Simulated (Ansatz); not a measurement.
**Run report: C2H10OSi2, geometry relaxation (part 2 of 2)**

Continued. System: C2H10OSi2. Method: RKS PBE/STO-3G (Ansatz 0.2.0). The input holds or restrains some coordinates. It belongs to a series of runs on one base structure; here: pulled along the bonds that form and break, towards end B.

Geometry of the input (Å):
```
Si -0.3792  0.1970  -0.1711
Si 1.6610  -1.3727  -0.4748
O  -0.7319  -0.2337  -1.7139
H  0.3192  -0.9370  -1.7179
C  0.0121  2.0414  0.0761
C  -1.6748  -0.3537  1.1109
H  2.4740  -1.1538  -1.6878
H  2.6133  -1.2516  0.6259
H  1.2880  -2.7935  -0.5145
H  -0.8819  2.6480  -0.0532
H  0.7435  2.3836  -0.6502
H  0.4058  2.2464  1.0661
H  -2.6474  -0.4539  0.6352
H  -1.4251  -1.3203  1.5394
H  -1.7767  0.3538  1.9297
```

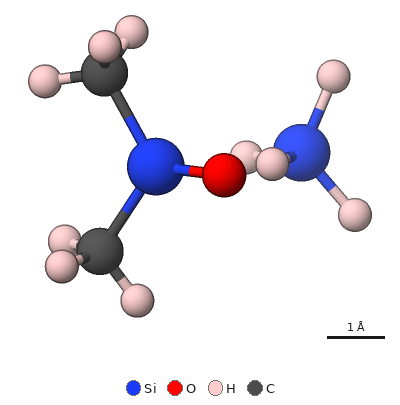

Figure 1. The geometry at step 6 of the log (ball-and-stick view, seen at a tilt).

**Trajectory as extended XYZ, continued**
```
15
Properties=species:S:1:pos:R:3:forces:R:3 step=2 energy=-19783.86043
Si   -0.5119    0.2988   -0.1516    3.9946  -2.9088  -0.1540
Si    1.7444   -1.4574   -0.5365   -1.9596   2.3252   2.6983
O    -0.8360   -0.1723   -1.7322    2.4003  -2.9613  -2.5637
H     0.4825   -1.0238   -1.6565   -5.0795   3.3678  -0.5163
C     0.0100    2.0555    0.0778    0.1245   0.2725   0.5002
C    -1.6864   -0.3529    1.1194   -0.2462   0.4905   0.5441
H     2.4829   -1.1506   -1.7037    1.0381  -0.0679  -0.9059
H     2.6186   -1.2562    0.6243    0.3680  -0.2706  -0.1216
H     1.2847   -2.8070   -0.5164    0.1326  -0.9066  -0.0960
H    -0.8879    2.6558   -0.0535   -0.4944   0.6375  -0.0276
H     0.7478    2.3846   -0.6548    0.2404   0.0076  -0.3470
H     0.4080    2.2472    1.0732    0.1475   0.2099   0.5139
H    -2.6560   -0.4550    0.6337   -0.6513  -0.1226  -0.1342
H    -1.4221   -1.3253    1.5403    0.2328  -0.3356  -0.0018
H    -1.7787    0.3585    1.9365   -0.2478   0.2625   0.6118
15
Properties=species:S:1:pos:R:3:forces:R:3 step=3 energy=-19783.75565
Si   -0.6193    0.3685   -0.1628   -2.1336  -1.5437  -6.6875
Si    1.8098   -1.5234   -0.5800   -1.3736  -0.1783  -2.0136
O    -0.9772   -0.1039   -1.7791    0.5588   1.5661   4.4145
H     0.6423   -1.0942   -1.5717    0.9103   0.5273   2.9716
C     0.0107    2.0665    0.0872    0.3433   0.5525   0.4090
C    -1.6967   -0.3449    1.1319   -0.2061  -0.2451   0.7011
H     2.5123   -1.1574   -1.7238    2.6967  -0.6995  -1.0842
H     2.6263   -1.2619    0.6206   -0.9853   0.7625  -0.1098
H     1.2920   -2.8312   -0.5196    0.6703  -1.6886   0.1394
H    -0.8917    2.6686   -0.0518   -0.1582   0.7171   0.0785
H     0.7491    2.3825   -0.6580    0.1226  -0.0404  -0.1847
H     0.4108    2.2523    1.0826    0.1765   0.2454   0.5036
H    -2.6657   -0.4571    0.6360   -0.5022  -0.1245   0.1605
H    -1.4173   -1.3265    1.5375    0.1959  -0.1166  -0.0014
H    -1.7855    0.3621    1.9507   -0.3153   0.2659   0.7029
15
Properties=species:S:1:pos:R:3:forces:R:3 step=4 energy=-19784.79333
Si   -0.7684    0.4475   -0.2184   -0.2628  -1.8382  -4.5884
Si    1.8704   -1.6048   -0.6614    0.2107   0.1915   1.3812
O    -1.0840   -0.0244   -1.7629    0.2915   1.0196   2.5873
H     0.7927   -1.1535   -1.4629   -1.7799   1.5647   1.2682
C     0.0146    2.0757    0.0927   -0.2067   0.6186   0.1040
C    -1.7022   -0.3471    1.1423   -0.5414  -0.0244   0.3491
H     2.5756   -1.1761   -1.7483    3.1879  -0.5495  -1.8100
H     2.5936   -1.2410    0.6129   -1.2858   0.4349  -0.8957
H     1.3084   -2.8696   -0.5172    0.5393  -2.2339   0.0615
H    -0.8900    2.6828   -0.0491    0.1865   1.0219   0.1814
H     0.7511    2.3816   -0.6604    0.0787  -0.0794  -0.1322
H     0.4140    2.2552    1.0904    0.1271   0.0472   0.4476
H    -2.6734   -0.4608    0.6430   -0.5751  -0.2502   0.5372
H    -1.4122   -1.3294    1.5375    0.3509  -0.0618  -0.1116
H    -1.7904    0.3640    1.9616   -0.3208   0.1390   0.6206
15
Properties=species:S:1:pos:R:3:forces:R:3 step=5 energy=-19786.14421
Si   -0.8202    0.4568   -0.2843   -0.3879  -0.7945  -2.2430
Si    1.9277   -1.6533   -0.6951   -0.3159   0.1600  -0.0532
O    -1.1693    0.0202   -1.8050    0.2623   0.6501   1.7291
H     0.7629   -1.0950   -1.3431   -0.5062   0.9030   1.1580
C     0.0010    2.1122    0.0926   -0.4377  -0.1624  -0.1309
C    -1.7387   -0.3452    1.1566   -0.0175   0.1920  -0.3810
H     2.7438   -1.2645   -1.7905    1.4413  -0.7474  -0.4679
H     2.5428   -1.2225    0.5771   -0.6832   0.2749  -0.4630
H     1.3910   -2.9685   -0.5283    0.7113  -1.0038  -0.0985
H    -0.8736    2.7711   -0.0352    0.2691   0.6935   0.1652
H     0.7544    2.3860   -0.6613    0.0226   0.0110  -0.0075
H     0.4138    2.2510    1.1011    0.0004  -0.0984   0.1225
H    -2.7285   -0.4852    0.6954   -0.3978  -0.2198   0.5204
H    -1.3929   -1.3245    1.5293    0.1990   0.1153  -0.1460
H    -1.8143    0.3615    1.9908   -0.1599   0.0264   0.2959
15
Properties=species:S:1:pos:R:3:forces:R:3 step=6 energy=-19786.90000
Si   -0.8595    0.4643   -0.3252   -0.7046  -0.1875  -1.4830
Si    1.9323   -1.6704   -0.7235    0.1151  -0.2946  -0.3508
O    -1.2165    0.0429   -1.8344    0.1950   0.4199   1.1426
H     0.7404   -0.9804   -1.1828   -0.0900   0.3154   0.6126
C    -0.0347    2.1183    0.0829   -0.1753   0.1309  -0.0529
C    -1.7649   -0.3231    1.1385   -0.1437  -0.1349  -0.0914
H     2.8566   -1.3916   -1.8045    0.3728  -0.4422   0.0448
H     2.5024   -1.2085    0.5343   -0.2243   0.1636  -0.0582
H     1.5127   -3.0549   -0.5673    0.3939  -0.0878  -0.1331
H    -0.8457    2.8707   -0.0133    0.3068   0.1048   0.1299
H     0.7448    2.3744   -0.6567   -0.0427  -0.0147   0.0705
H     0.3957    2.1992    1.0975   -0.0819  -0.1159  -0.0792
H    -2.7933   -0.5154    0.7700    0.0800  -0.0699   0.3273
H    -1.3497   -1.2903    1.4871    0.0185   0.2223  -0.1304
H    -1.8208    0.3648    1.9974   -0.0196  -0.0095   0.0513
15
Properties=species:S:1:pos:R:3:forces:R:3 step=7 energy=-19787.11246
Si   -0.9959    0.5195   -0.4162   -0.2645  -0.0709  -0.5063
Si    1.8432   -1.5879   -0.6929    0.6673  -0.5170  -0.0710
O    -1.2752    0.0600   -1.9112   -0.1349   0.3081   0.4559
H     0.6536   -0.8901   -1.1157   -0.2503   0.2637   0.2047
C    -0.0091    2.0685    0.0556   -0.2700   0.2693  -0.0636
C    -1.7309   -0.3430    1.1044   -0.3761  -0.1689  -0.0822
H     2.8437   -1.3853   -1.7269    0.0903  -0.1579   0.0471
H     2.3595   -1.0891    0.5704   -0.1034   0.1136   0.0040
H     1.5107   -2.9936   -0.5286    0.1171  -0.0199  -0.0670
H    -0.6961    2.9416   -0.0124    0.3164  -0.1225   0.0661
H     0.8231    2.2422   -0.6488   -0.0326   0.0232   0.0358
H     0.3982    2.0397    1.0826   -0.0666  -0.0993  -0.0856
H    -2.7680   -0.6598    0.8632    0.2320   0.0044   0.1385
H    -1.1734   -1.2536    1.4002   -0.0020   0.1700  -0.0655
H    -1.7834    0.3310    1.9763    0.0774   0.0040  -0.0110
15
Properties=species:S:1:pos:R:3:forces:R:3 step=8 energy=-19787.13956
Si   -0.9976    0.5019   -0.4487   -0.4169   0.2392  -0.1442
Si    1.8417   -1.5817   -0.6910    0.9187  -0.5736   0.1984
O    -1.2291    0.0195   -1.9331   -0.2879   0.1678  -0.1040
H     0.6396   -0.8254   -0.9270   -0.3241   0.2311  -0.0208
C    -0.0257    2.0533    0.0461    0.3122  -0.3614   0.0400
C    -1.7674   -0.3209    1.0768    0.5041   0.2168   0.1872
H     2.7937   -1.3778   -1.7712   -0.0425  -0.0294  -0.0007
H     2.4324   -1.1229    0.5536    0.0379   0.0139   0.0336
H     1.5184   -2.9925   -0.5567    0.0110   0.0022  -0.0534
H    -0.6724    2.9349    0.1029   -0.2436   0.2592   0.0325
H     0.7725    2.2718   -0.6832   -0.0044   0.0054   0.0099
H     0.4410    1.9116    1.0372   -0.0003   0.0500  -0.0420
H    -2.7596   -0.7217    0.8533   -0.3462  -0.1302  -0.0358
H    -1.1380   -1.1555    1.4343   -0.0362  -0.0170  -0.0175
H    -1.8495    0.4052    1.9066   -0.0819  -0.0740  -0.0833
15
Properties=species:S:1:pos:R:3:forces:R:3 step=9 energy=-19787.14600
Si   -1.0585    0.5402   -0.4899   -0.1583   0.1887   0.1864
Si    1.7857   -1.5455   -0.6536    0.8018  -0.4561   0.2340
O    -1.2880    0.0619   -1.9708   -0.3528   0.1277  -0.2948
H     0.5811   -0.8378   -1.0177   -0.2268   0.1367  -0.0141
C     0.0105    2.0110    0.0398   -0.0014   0.2513   0.1379
C    -1.7262   -0.3220    1.0583   -0.2370  -0.1835   0.0360
H     2.7962   -1.3655   -1.6814    0.0211   0.0274   0.0060
H     2.2762   -1.0133    0.6133   -0.0283  -0.0623  -0.1185
H     1.5060   -2.9641   -0.5044   -0.0183   0.0163   0.0238
H    -0.6127    2.9159    0.2306    0.2698  -0.3278  -0.0316
H     0.7472    2.2648   -0.7446   -0.0574   0.0399   0.1008
H     0.5624    1.7674    0.9740   -0.1616   0.1299  -0.2616
H    -2.6886   -0.8381    0.8549    0.2853   0.0940   0.0815
H    -0.9999   -1.0807    1.4161   -0.1720   0.1203  -0.0053
H    -1.8916    0.4057    1.8753    0.0358  -0.1024  -0.0806
15
Properties=species:S:1:pos:R:3:forces:R:3 step=10 energy=-19787.15754
Si   -1.0355    0.5367   -0.4708   -0.2471   0.1676  -0.0258
Si    1.7946   -1.5639   -0.6629    0.7798  -0.5127   0.1252
O    -1.2754    0.0682   -1.9570   -0.3073   0.1650  -0.1305
H     0.5860   -0.8621   -1.0193   -0.2501   0.1775  -0.0102
C     0.0157    2.0300    0.0394   -0.0099   0.0033  -0.0118
C    -1.7418   -0.3243    1.0640    0.0009  -0.0031   0.0082
H     2.8026   -1.3746   -1.6911    0.0151   0.0046  -0.0122
H     2.2911   -1.0393    0.5972    0.0092   0.0114   0.0269
H     1.5133   -2.9806   -0.5104   -0.0002  -0.0212   0.0051
H    -0.6167    2.9092    0.2549   -0.0048  -0.0127   0.0154
H     0.7223    2.3155   -0.7575   -0.0046  -0.0056  -0.0075
H     0.5957    1.8050    0.9504    0.0143   0.0050   0.0179
H    -2.6780   -0.8607    0.8345    0.0136   0.0075  -0.0119
H    -1.0246   -1.0638    1.4629   -0.0025   0.0104   0.0100
H    -1.9493    0.4047    1.8656   -0.0065   0.0031   0.0012
```

**Summary**

| quantity | value |
| --- | --- |
| outcome | converged under the restraints of the input |
| total energy | −19787.1576 eV |
| mean-field energy | −19787.1576 eV |
| largest force (length of the vector) at the end, held atoms and coordinates included | 0.942 eV/Å |
| wall time | 39 s |
| peak memory | 0.15 GiB |
